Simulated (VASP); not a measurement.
# Titanium: cell size against the level of theory, part 2 of 3

Aim: relax Titanium at several levels and hold each cell against experiment. LASPH is on for some levels and off for others; the table marks which. The start is a cell from a database of measured crystal structures.

VASP 6.6.1, plane waves and PAW; the level of theory is named at each step.

Still holding for the runs below: The k-mesh is coarse for a metal.

So far. Step 2 (Relaxation with LDA): It ends with forces that vanish by symmetry and a pressure of -0.03 GPa. The volume lies -8.8 % from that of the database's start, which holds the thermal and zero-point expansion of its experiment. LDA is known to overbind. The conventional cell has a = 2.862 and c = 4.536 Å.

## (3) Relaxation with PBEsol

This step: PBEsol; plane waves and PAW (Ti_sv) (VASP 6.6.1).

PBEsol restores the gradient expansion of exchange and is tuned for the cells of solids.

File INCAR:

```
SYSTEM = Ti
PREC = Accurate
ENCUT = 520
EDIFF = 1E-06
NELM = 100
ISMEAR = -1
SIGMA = 0.05
LREAL = .FALSE.
ALGO = Normal
GGA = PS
NBANDS = 18
LORBIT = 11
LWAVE = .FALSE.
LCHARG = .FALSE.
KPAR = 2
IBRION = 2
NSW = 60
ISIF = 3
EDIFFG = -0.01
```

File POSCAR:

```
Ti
1.0
    2.9500000000      0.0000000000      0.0000000000
   -1.4750000000      2.5547749412      0.0000000000
    0.0000000000      0.0000000000      4.6800000000
Ti
2
Direct
    0.3333333333      0.6666666667      0.2500000000
    0.6666666667      0.3333333333      0.7500000000
```

File KPOINTS:

```
Automatic mesh
0
Gamma
9 9 5
0 0 0
```

The projector-augmented-wave data sets are Ti_sv (PBE family, release 64).

The run is started by

```bash
mpirun -np 2 vasp_std
```

The program printed:

```text
[banner, memory and clock lines left out]
running    2 mpi-ranks, on    1 nodes
 distrk:  each k-point on    1 cores,    2 groups
 distr:  one band on    1 cores,    1 groups

 POSCAR found type information on POSCAR Ti
 POSCAR found :  1 types and       2 ions
 [... a notice as in an earlier step ...]

 LDA part: xc-table for (Slater+PW92), standard interpolation
 POSCAR, INCAR and KPOINTS ok, starting setup
 FFT: planning ... GRIDC
 FFT: planning ... GRID_SOFT
 FFT: planning ... GRID
 WAVECAR not read
 entering main loop
       N       E                     dE             d eps       ncg     rms          rms(c)
DAV:   1     0.258069059664E+03    0.25807E+03   -0.13371E+04  1296   0.167E+03
DAV:   2     0.107884244303E+02   -0.24728E+03   -0.24443E+03  1314   0.455E+02
DAV:   3    -0.178210248245E+02   -0.28609E+02   -0.28277E+02  2458   0.128E+02
DAV:   4    -0.190059860799E+02   -0.11850E+01   -0.11843E+01  1476   0.272E+01
DAV:   5    -0.190718359850E+02   -0.65850E-01   -0.65843E-01  2066   0.437E+00    0.122E+01
DAV:   6    -0.166607990263E+02    0.24110E+01   -0.89367E+00  1530   0.309E+01    0.288E+00
DAV:   7    -0.166372743519E+02    0.23525E-01   -0.85956E-01  1948   0.683E+00    0.206E+00
DAV:   8    -0.166608383369E+02   -0.23564E-01   -0.22277E-01  1506   0.573E+00    0.704E-01
DAV:   9    -0.166516635885E+02    0.91747E-02   -0.55794E-02  1552   0.238E+00    0.687E-02
DAV:  10    -0.166519491435E+02   -0.28555E-03   -0.25248E-03  1894   0.346E-01    0.961E-02
DAV:  11    -0.166520513756E+02   -0.10223E-03   -0.28535E-04  1552   0.119E-01    0.317E-02
DAV:  12    -0.166520463476E+02    0.50280E-05   -0.40282E-05  1758   0.483E-02    0.114E-02
DAV:  13    -0.166520462356E+02    0.11199E-06   -0.10962E-06  1020   0.102E-02
   1 F= -.16652046E+02 E0= -.16644114E+02  d E =-.166520E+02
 curvature:   0.00 expect dE= 0.000E+00 dE for cont linesearch  0.000E+00
 trial: gam= 0.00000 g(F)=  0.429E-47 g(S)=  0.130E+00 ort = 0.000E+00 (trialstep = 0.100E+01)
 search vector abs. value=  0.130E+00
 bond charge predicted
       N       E                     dE             d eps       ncg     rms          rms(c)
DAV:   1    -0.198197342146E+02   -0.31677E+01   -0.78472E+01  1728   0.105E+02    0.153E+01
DAV:   2    -0.166953408751E+02    0.31244E+01   -0.12753E+01  1736   0.401E+01    0.471E+00
DAV:   3    -0.165336094470E+02    0.16173E+00   -0.26179E+00  1796   0.102E+01    0.179E+00
DAV:   4    -0.166019901413E+02   -0.68381E-01   -0.47294E-01  1598   0.515E+00    0.388E-01
DAV:   5    -0.166351491524E+02   -0.33159E-01   -0.71170E-02  1692   0.183E+00    0.674E-01
DAV:   6    -0.166650532654E+02   -0.29904E-01   -0.60125E-02  1708   0.127E+00    0.163E-01
DAV:   7    -0.166665517678E+02   -0.14985E-02   -0.38088E-03  1776   0.380E-01    0.131E-01
DAV:   8    -0.166677853061E+02   -0.12335E-02   -0.28635E-03  1694   0.332E-01    0.342E-02
DAV:   9    -0.166678132609E+02   -0.27955E-04   -0.37296E-04  1968   0.102E-01    0.132E-02
DAV:  10    -0.166678171165E+02   -0.38557E-05   -0.15081E-05  1376   0.299E-02    0.139E-03
DAV:  11    -0.166678179030E+02   -0.78645E-06   -0.20771E-06  1126   0.823E-03
   2 F= -.16667818E+02 E0= -.16660905E+02  d E =-.157717E-01
 trial-energy change:   -0.015772  1 .order   -0.012361   -0.129553    0.104831
 step:   0.5741(harm=  0.5527)  dis= 0.00000  next Energy=   -16.689879 (dE=-0.378E-01)
 bond charge predicted
       N       E                     dE             d eps       ncg     rms          rms(c)
DAV:   1    -0.172714456379E+02   -0.60363E+00   -0.14619E+01  1720   0.490E+01    0.656E+00
DAV:   2    -0.166939554118E+02    0.57749E+00   -0.30157E+00  1872   0.182E+01    0.189E+00
DAV:   3    -0.166626951697E+02    0.31260E-01   -0.37298E-01  1738   0.386E+00    0.572E-01
DAV:   4    -0.166756491219E+02   -0.12954E-01   -0.63830E-02  1794   0.169E+00    0.260E-01
DAV:   5    -0.166878015045E+02   -0.12152E-01   -0.28668E-02  1696   0.922E-01    0.350E-01
DAV:   6    -0.166897286350E+02   -0.19271E-02   -0.47658E-03  1834   0.605E-01    0.992E-02
DAV:   7    -0.166902340225E+02   -0.50539E-03   -0.11535E-03  1722   0.208E-01    0.306E-02
DAV:   8    -0.166903086853E+02   -0.74663E-04   -0.17104E-04  1910   0.724E-02    0.766E-03
DAV:   9    -0.166903101771E+02   -0.14918E-05   -0.62237E-06  1446   0.189E-02    0.167E-03
DAV:  10    -0.166903102680E+02   -0.90914E-07   -0.48481E-07   720   0.468E-03
   3 F= -.16690310E+02 E0= -.16683163E+02  d E =-.382640E-01
 curvature:  -0.28 expect dE=-0.118E-05 dE for cont linesearch -0.789E-07
 trial: gam=-0.00145 g(F)=  0.397E-46 g(S)=  0.426E-05 ort = 0.192E-03 (trialstep = 0.915E+00)
 search vector abs. value=  0.398E-05
 reached required accuracy - stopping structural energy minimisation
```

Elapsed: 11 s, on 2 MPI ranks of Intel Xeon 6975P-C (Granite Rapids), shared host; peak memory 0.31 GiB; 21 s of CPU time.

Parts of OUTCAR (step 3):

```text
 Found     36 irreducible k-points:

   NELECT =      24.0000    total number of electrons

 E-fermi :   8.6589

 k-point     1 :       0.0000    0.0000    0.0000
  band No.  band energies     occupation
    ...
      6     -23.8405      2.00000
      7     -23.7996      2.00000
      8     -23.7996      2.00000
      9       2.3382      2.00000
     10       5.8488      2.00000
     11       9.4426      0.00000
     12       9.4426      0.00000
     13       9.5465      0.00000
     14       9.5710      0.00000
     15       9.9755      0.00000
    ...

 k-point     2 :       0.1111    0.0000    0.0000
  band No.  band energies     occupation
    ...
      6     -23.8650      2.00000
      7     -23.8538      2.00000
      8     -23.8078      2.00000
      9       2.6956      2.00000
     10       6.1264      2.00000
     11       8.9078      0.01367
     12       8.9416      0.00698
     13       9.6995      0.00000
     14       9.7722      0.00000
     15       9.9678      0.00000
    ...

  Total        0.0037504      0.0037504     -0.0121909      0.0000000     -0.0000000      0.0000000
  in kB        0.1801747      0.1801747     -0.5856706      0.0000000     -0.0000000      0.0000000
  external PRESSURE =      -0.0751071 kB  Pullay stress =       0.0000000 kB

  energy-cutoff  :      520.00
  volume of cell :       33.35
      direct lattice vectors                 reciprocal lattice vectors
     2.897626229  0.000000000  0.000000000     0.345110073  0.199249394  0.000000000
    -1.448813114  2.509417925  0.000000000    -0.000000000  0.398498787  0.000000000
     0.000000000  0.000000000  4.586456018     0.000000000  0.000000000  0.218033269

 POSITION                                       TOTAL-FORCE (eV/Angst)
 -----------------------------------------------------------------------------------
     -0.00000      1.67295      1.14661         0.000000      0.000000      0.000000
      1.44881      0.83647      3.43984        -0.000000     -0.000000      0.000000
 -----------------------------------------------------------------------------------
    total drift:                               -0.000000      0.000000     -0.000000

  FREE ENERGIE OF THE ION-ELECTRON SYSTEM (eV)
  ---------------------------------------------------
  free  energy   TOTEN  =       -16.6903102680 eV

  energy  without entropy=      -16.6760155192  energy(sigma->0) =      -16.68316289

 total charge
# of ion       s       p       d       tot
------------------------------------------
    1        2.260   6.129   1.915  10.304
    2        2.260   6.129   1.915  10.304
--------------------------------------------------
tot          4.520  12.258   3.829  20.607

[... 9 parts as in an earlier step ...]

[... 5 further parts left out ...]
```

The PAW data sets were made with PBE, which is usual practice but a small mismatch for other functionals.

Step by step:

```tsv
step	energy less that of the first step (eV)	largest force (eV/Å)	pressure (GPa)	volume (Å³)
1	0.0000	0.0000	-6.07	35.27
2	-0.0158	0.0000	5.42	31.97
3	-0.0383	0.0000	-0.01	33.35
```

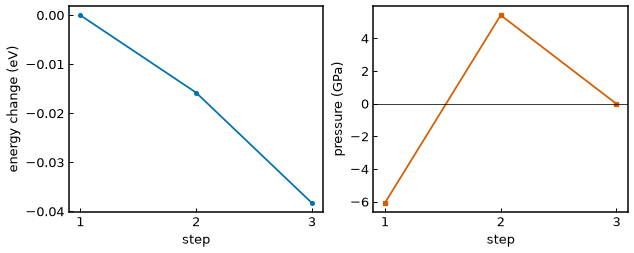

Energy and pressure along the relaxation.

```tsv
conventional cell, symmetrised	before	after	change
a (Å)	2.950	2.898	-1.8 %
b (Å)	2.950	2.898	-1.8 %
c (Å)	4.680	4.586	-2.0 %
volume (Å³/atom)	17.64	16.67	-5.4 %
```

The relaxed structure:

```cif
data_structure
_symmetry_space_group_name_H-M 'P 1'
_symmetry_Int_Tables_number 1
_cell_length_a 2.8976
_cell_length_b 2.8976
_cell_length_c 4.5865
_cell_angle_alpha 90.000
_cell_angle_beta 90.000
_cell_angle_gamma 120.000
_cell_volume 33.35
loop_
_atom_site_label
_atom_site_type_symbol
_atom_site_fract_x
_atom_site_fract_y
_atom_site_fract_z
_atom_site_occupancy
Ti1 Ti 0.33333 0.66667 0.25000 1
Ti2 Ti 0.66667 0.33333 0.75000 1
```

This step gave:

```
free energy (TOTEN)             : -16.69 eV
energy at zero smearing         : -16.68 eV
Fermi energy                    : 8.659 eV
pressure                        : -0.007511 GPa
SCF cycles over all ionic steps : 34
```

It ends at 16.67 Å³/atom, -5.4 % from the start, with -0.01 GPa left. The conventional cell has a = 2.898 and c = 4.586 Å.

## (4) Relaxation with PBE

This step: PBE; plane waves and PAW (Ti_sv) (VASP 6.6.1).

PBE, the usual starting point, adds the gradient of the density.

INCAR, as its differences from that of step 3:

```diff
@@ -9,3 +9,3 @@
 ALGO = Normal
-GGA = PS
+GGA = PE
 NBANDS = 18
```

POSCAR is that of step 3.

KPOINTS is that of step 3.

The run is started by

```bash
mpirun -np 2 vasp_std
```

The program printed:

```text
[banner, memory and clock lines left out]
running    2 mpi-ranks, on    1 nodes
[...]
LDA part: xc-table for (Slater+PW92), standard interpolation
 POSCAR, INCAR and KPOINTS ok, starting setup
[...]
entering main loop
       N       E                     dE             d eps       ncg     rms          rms(c)
DAV:   1     0.259951572107E+03    0.25995E+03   -0.13403E+04  1296   0.167E+03
DAV:   2     0.122774099732E+02   -0.24767E+03   -0.24478E+03  1316   0.455E+02
DAV:   3    -0.165220117383E+02   -0.28799E+02   -0.28458E+02  2458   0.129E+02
DAV:   4    -0.177410847052E+02   -0.12191E+01   -0.12184E+01  1474   0.275E+01
[...]
DAV:  12    -0.156779962423E+02    0.93841E-05   -0.31866E-05  1668   0.461E-02    0.665E-03
DAV:  13    -0.156779979658E+02   -0.17234E-05   -0.78042E-07   968   0.963E-03    0.198E-03
DAV:  14    -0.156779986651E+02   -0.69928E-06   -0.38038E-07   752   0.583E-03
   1 F= -.15677999E+02 E0= -.15670137E+02  d E =-.156780E+02
[... from here on, the cycles between the ionic steps are left out ...]
   2 F= -.15679817E+02 E0= -.15672483E+02  d E =-.181882E-02
   3 F= -.15681701E+02 E0= -.15674172E+02  d E =-.370238E-02
   4 F= -.15681698E+02 E0= -.15674175E+02  d E =-.369926E-02
   5 F= -.15681746E+02 E0= -.15674256E+02  d E =-.483346E-04
   6 F= -.15681753E+02 E0= -.15674273E+02  d E =-.547769E-04
[...]
reached required accuracy - stopping structural energy minimisation
```

It took 15 s on 2 MPI ranks; peak memory 0.31 GiB; 30 s of CPU time.

From OUTCAR (step 4):

```text
  Total        0.0162097      0.0162097      0.0078862      0.0000000      0.0000000      0.0000000
  in kB        0.7493478      0.7493478      0.3645672      0.0000000      0.0000000      0.0000000
  external PRESSURE =       0.6210876 kB  Pullay stress =       0.0000000 kB

 POSITION                                       TOTAL-FORCE (eV/Angst)
 -----------------------------------------------------------------------------------
     -0.00000      1.69568      1.15985         0.000000      0.000000      0.000000
      1.46850      0.84784      3.47955        -0.000000      0.000000      0.000000
 -----------------------------------------------------------------------------------
    total drift:                               -0.000000      0.000000     -0.000000

  FREE ENERGIE OF THE ION-ELECTRON SYSTEM (eV)
  ---------------------------------------------------
  free  energy   TOTEN  =       -15.6817527035 eV

  energy  without entropy=      -15.6667935149  energy(sigma->0) =      -15.67427311

[... 2 parts as in an earlier step ...]

[... 2 further parts left out ...]
[key lines of the parts left out:]
E-fermi :   8.3729
```

The steps of the relaxation:

```tsv
step	energy less that of the first step (eV)	largest force (eV/Å)	pressure (GPa)	volume (Å³)
1	0.0000	0.0000	-1.86	35.27
2	-0.0018	0.0000	1.45	34.24
3	-0.0037	0.0000	0.00	34.66
4	-0.0037	0.0000	0.06	34.65
5	-0.0037	0.0000	0.07	34.66
6	-0.0038	0.0000	0.06	34.66
```

```tsv
conventional cell, symmetrised	before	after	change
a (Å)	2.950	2.937	-0.4 %
b (Å)	2.950	2.937	-0.4 %
c (Å)	4.680	4.639	-0.9 %
volume (Å³/atom)	17.64	17.33	-1.7 %
```

Final coordinates:

```xyz
2
Lattice="2.9370 0.0000 0.0000 -1.4685 2.5435 0.0000 0.0000 0.0000 4.6394" Properties=species:S:1:pos:R:3 pbc="T T T"
Ti    0.0000    1.6957    1.1599
Ti    1.4685    0.8478    3.4796
```

It ends at 17.33 Å³/atom, -1.7 % from the start, with 0.06 GPa left. The conventional cell has a = 2.937 and c = 4.639 Å. Against its usual tendency, PBE gives a cell smaller than the listed one.

## (5) Relaxation with r2SCAN

This step: r2SCAN; plane waves and PAW (Ti_sv) (VASP 6.6.1).

r2SCAN adds the kinetic-energy density, costs more than a GGA and is run with LASPH.

INCAR, as its differences from that of step 4:

```diff
@@ -9,3 +9,4 @@
 ALGO = Normal
-GGA = PE
+METAGGA = R2SCAN
+LASPH = .TRUE.
 NBANDS = 18
```

POSCAR is that of step 4.

KPOINTS is that of step 4.

The run is started by

```bash
mpirun -np 2 vasp_std
```

The program printed:

```text
[banner, memory and clock lines left out]
running    2 mpi-ranks, on    1 nodes
[...]
[... a notice as in an earlier step ...]

 LDA part: xc-table for (None), standard interpolation
 POSCAR, INCAR and KPOINTS ok, starting setup
[...]
entering main loop
       N       E                     dE             d eps       ncg     rms          rms(c)
DAV:   1     0.256482845954E+03    0.25648E+03   -0.13738E+04  1296   0.171E+03
DAV:   2    -0.139620303627E+01   -0.25788E+03   -0.25497E+03  1312   0.471E+02
DAV:   3    -0.331436975941E+02   -0.31747E+02   -0.31399E+02  2476   0.135E+02
DAV:   4    -0.345549382458E+02   -0.14112E+01   -0.14105E+01  1466   0.302E+01
[...]
DAV:  13    -0.259047649849E+02    0.11549E-04   -0.33411E-06  1448   0.183E-02    0.731E-04
DAV:  14    -0.259047663026E+02   -0.13177E-05   -0.31203E-07   734   0.451E-03    0.120E-03
DAV:  15    -0.259047655509E+02    0.75168E-06   -0.12704E-07   732   0.299E-03
   1 F= -.25904766E+02 E0= -.25897596E+02  d E =-.259048E+02
[... from here on, the cycles between the ionic steps are left out ...]
   2 F= -.25906480E+02 E0= -.25900056E+02  d E =-.171468E-02
   3 F= -.25908481E+02 E0= -.25901730E+02  d E =-.371590E-02
   4 F= -.25908784E+02 E0= -.25902217E+02  d E =-.302081E-03
   5 F= -.25908849E+02 E0= -.25902426E+02  d E =-.367731E-03
[...]
reached required accuracy - stopping structural energy minimisation
```

Wall time 59 s (2 MPI ranks); peak memory 0.32 GiB.

Parts of OUTCAR (step 5):

```text
  Total       -0.0006750     -0.0006750      0.0041756      0.0000000     -0.0000000      0.0000000
  in kB       -0.0311807     -0.0311807      0.1928771      0.0000000     -0.0000000      0.0000000
  external PRESSURE =       0.0435052 kB  Pullay stress =       0.0000000 kB

 POSITION                                       TOTAL-FORCE (eV/Angst)
 -----------------------------------------------------------------------------------
     -0.00000      1.69912      1.15610         0.000000     -0.000000      0.000000
      1.47148      0.84956      3.46829        -0.000000      0.000000      0.000000
 -----------------------------------------------------------------------------------
    total drift:                               -0.000000      0.000000     -0.000000

  FREE ENERGIE OF THE ION-ELECTRON SYSTEM (eV)
  ---------------------------------------------------
  free  energy   TOTEN  =       -25.9088491809 eV

  energy  without entropy=      -25.8960028993  energy(sigma->0) =      -25.90242604

[... 2 parts as in an earlier step ...]

[... 2 further parts left out ...]
[key lines of the parts left out:]
E-fermi :   8.4184
```

Step by step:

```tsv
step	energy less that of the first step (eV)	largest force (eV/Å)	pressure (GPa)	volume (Å³)
1	0.0000	0.0000	-1.85	35.27
2	-0.0017	0.0000	1.58	34.24
3	-0.0037	0.0000	0.08	34.67
4	-0.0040	0.0000	0.02	34.68
5	-0.0041	0.0000	0.00	34.69
```

```tsv
conventional cell, symmetrised	before	after	change
a (Å)	2.950	2.943	-0.2 %
b (Å)	2.950	2.943	-0.2 %
c (Å)	4.680	4.624	-1.2 %
volume (Å³/atom)	17.64	17.34	-1.7 %
```

Final coordinates:

```cif
data_structure
_symmetry_space_group_name_H-M 'P 1'
_symmetry_Int_Tables_number 1
_cell_length_a 2.9430
_cell_length_b 2.9430
_cell_length_c 4.6244
_cell_angle_alpha 90.000
_cell_angle_beta 90.000
_cell_angle_gamma 120.000
_cell_volume 34.69
loop_
_atom_site_label
_atom_site_type_symbol
_atom_site_fract_x
_atom_site_fract_y
_atom_site_fract_z
_atom_site_occupancy
Ti1 Ti 0.33333 0.66667 0.25000 1
Ti2 Ti 0.66667 0.33333 0.75000 1
```

It ends at 17.34 Å³/atom, -1.7 % from the start, with 0.00 GPa left. The conventional cell has a = 2.943 and c = 4.624 Å.

(Part 2 of 3 ends here.)

[Lines on the potential files, build, host, timing and source positions are cut from VASP's logs without a mark.]

[Logs are printed without paths, hosts, clocks, repeated set-up lines and the standing remarks that a program may print on its own settings, such as how far it seeks lower states.]

[Hosts, paths, dates, database ids (printed as entryN), source tags and the programs' standing remarks are cut or masked in the printed files.]

[A measured line is paired with the nearest computed mode of its activity, which favours agreement.]
